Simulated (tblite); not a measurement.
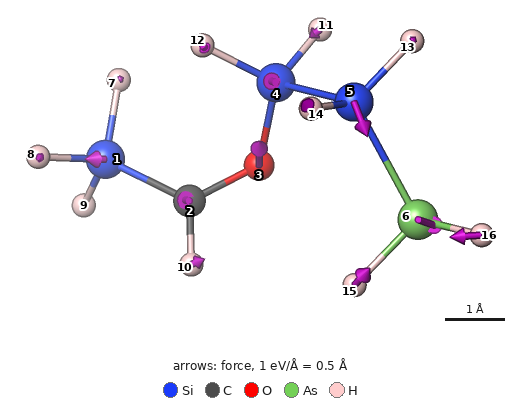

Starting geometry of CH$_{10}$AsOSi$_{3}$ (multiplicity 2) with the computed forces as purple arrows. A ball-and-stick model, seen at a tilt.

All numbers below come from GFN2-xTB geometry optimisation, gas phase (tblite 0.8.0). 

Q: What follows when this structure is relaxed?

A: It isn't relaxed: the largest force vector, on O3, is 1.83 eV/Å. The final displacements have little in common with the starting forces (cosine between the two patterns 0.25). After 137 geometry steps the energy has fallen by 132.4 kJ/mol. The largest move after the best rigid fit is that of H11, 0.95 Å. By element the largest moves are H 0.95 Å, O 0.65 Å, C 0.53 Å, Si 0.49 Å, As 0.41 Å. Among the contacts that change: As6–H15 1.568 → 1.499 Å, As6–H16 1.570 → 1.506 Å, Si4–Si5 2.247 → 2.309 Å, O3–Si4 1.702 → 1.650 Å. Among the angles between lasting bonds that change: H15–As6–H16 108.7° → 89.2°, O3–Si4–Si5 113.1° → 94.1°, C2–O3–Si4 114.2° → 132.6°. Groups turn about O3–Si4 by about 80°, Si4–Si5 by about 20°. Cost: 1.3 s on 1 thread of Arm Neoverse V1 (shared host).
